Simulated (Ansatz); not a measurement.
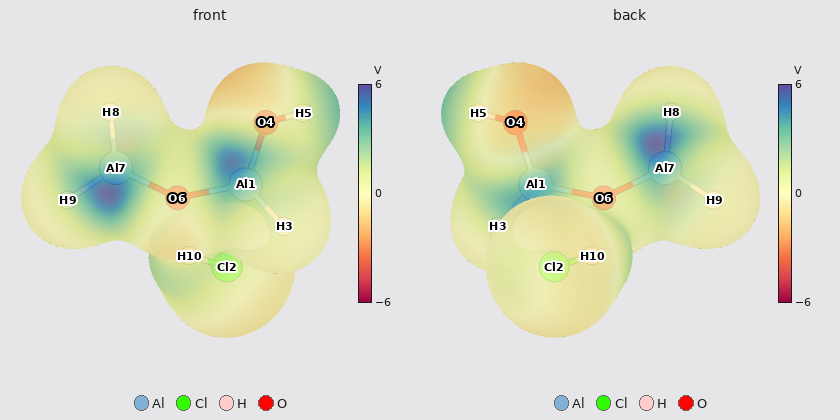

The picture shows: Al2H4O2···HCl. The electrostatic potential painted on the density surface at 0.004 e/bohr³, seen from the front and from behind; the colour scale runs from red (negative) to blue (positive).

Not at a stationary point (largest force 1.0 eV/Å).

Computed with RKS B3LYP/6-31G* in Ansatz 0.2.0.

Input

```
crystal:
  periodic: [false, false, false]
  atoms:
    - { symbol: Al, position_ang: [0.0, 0.0, 0.0] }
    - { symbol: Cl, position_ang: [0.0, 0.0, 2.58] }
    - { symbol: H, position_ang: [1.351, 0.0, -0.78] }
    - { symbol: O, position_ang: [-1.5415, 0.0, -0.89] }
    - { symbol: H, position_ang: [-2.0512, -0.8467, -0.6815] }
    - { symbol: O, position_ang: [-0.2602, 1.9567, 0.6559] }
    - { symbol: Al, position_ang: [-1.7608, 2.899, 0.4873] }
    - { symbol: H, position_ang: [-3.0134, 2.2572, -0.1857] }
    - { symbol: H, position_ang: [-1.8235, 4.3665, 1.0126] }
    - { symbol: H, position_ang: [-0.186, 1.3988, 1.8287] }
basis:
  gaussian: { orbitals: "6-31G*" }
hamiltonian:
  xc: b3lyp
relax:
  f_tol: 0.15
  max_steps: 25
  restrain:
    - { distance: [0, 5], at: 1.78, k: 30.0 }
    - { distance: [9, 1], at: 1.37, k: 30.0 }
    - { distance: [0, 1], at: 3.43, k: 30.0 }
    - { distance: [9, 5], at: 2.21, k: 30.0 }
output:
  orbitals: {}
```

Command:

```sh
ansatz run input.yaml --threads 2 --pin off --max-ram 3072MiB --backend cpu --events-out ev --progress --plain --runs-dir out
```

The fields are those of the run's last geometry, not of the input's.

> Describe the electrostatic potential map.

The most negative region (about −1.7 V, or −39 kcal/mol for a unit charge) lies over O4, the most positive (about +5.4 V, or +125 kcal/mol for a unit charge) over Al7. Cl2 shows a σ-hole: about +0.7 V, or +16 kcal/mol for a unit charge at the tip opposite its bond, against about −0.3 V, or −7 kcal/mol for a unit charge on its flanks. O4 is the likeliest acceptor of a hydrogen bond.
